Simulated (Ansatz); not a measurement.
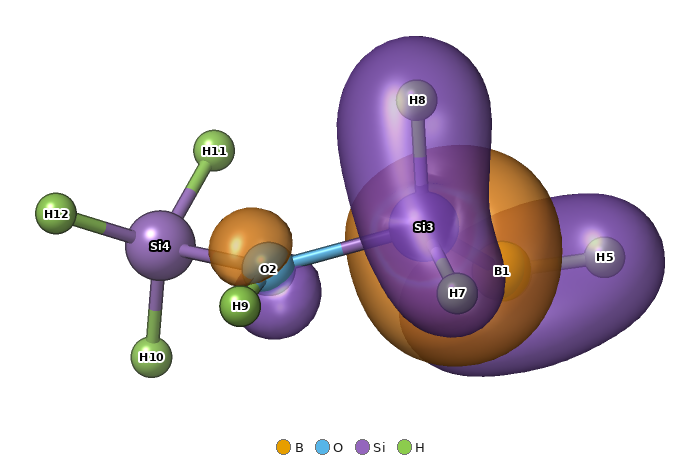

BH8OSi2 (charge +1). The HOMO at ±0.1 Å⁻³ᐟ² (orange and purple are the two phases), seen from one side.

Geometry: B3LYP/6-31G*.

Computed with isolated molecule in a Gaussian basis; Kohn-Sham density functional theory, functional PBE0 in Ansatz 0.2.0.

```xyz
12

B    -1.7217   -1.1378   -1.2966
O     0.2640    0.6587    0.3628
Si   -0.8828    0.6812   -1.0876
Si    0.0246    0.0438    2.0446
H    -2.4131   -1.3116   -2.2492
H    -1.5581   -2.0164   -0.5104
H     0.0886    1.0905   -2.1244
H    -1.8105    1.7783   -0.7368
H     1.1204    1.0980    0.1962
H     0.6971   -1.2649    2.0833
H    -1.4437   -0.0169    2.1193
H     0.6572    1.0847    2.8714
```

Q: What is the character of this orbital?

A: Its weight (Hirshfeld) is mainly on B1 (about 35 %), Si3 (about 35 %), H8 (about 10 %), H5 (about 5 %) and H6 (about 5 %). Its energy is −13.35 eV.
